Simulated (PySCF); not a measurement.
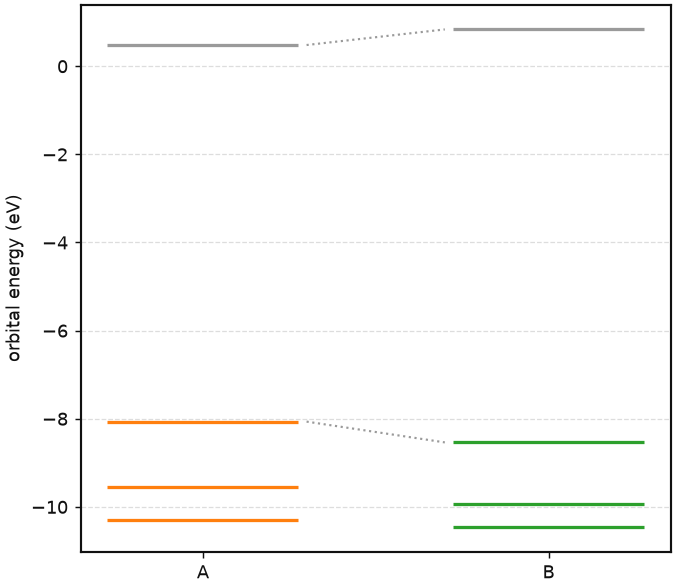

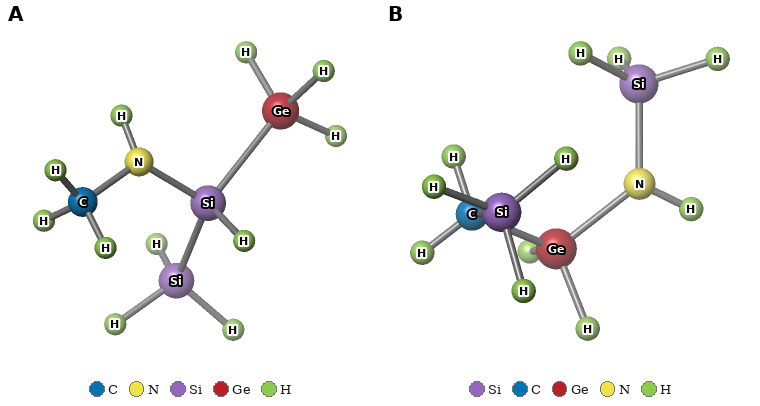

Related molecules: A is CH₁₁GeNSi₂, SMILES CN[Si@@H]([SiH3])[GeH3], singlet; B is CH₁₁GeNSi₂, SMILES [SiH3][CH2][GeH2][NH][SiH3], singlet. Frontier orbital energies, CAM-B3LYP/def2-SVPD with PySCF 2.14.0, at a GFN2-xTB geometry (no frequency check); drawn are at most three filled levels and, in grey, the LUMO with any level within 0.03 eV of it; dotted lines join the HOMOs and the LUMOs.

> What does the change do to the frontier levels?

From A to B the HOMO falls by 0.47 eV and the LUMO rises by 0.35 eV, so the separation goes from 8.55 to 9.37 eV.

Limits of at least one run: empty levels above zero depend strongly on the basis; one conformer of a flexible molecule; the tight-binding geometry is rougher than a DFT one and adds to the error.
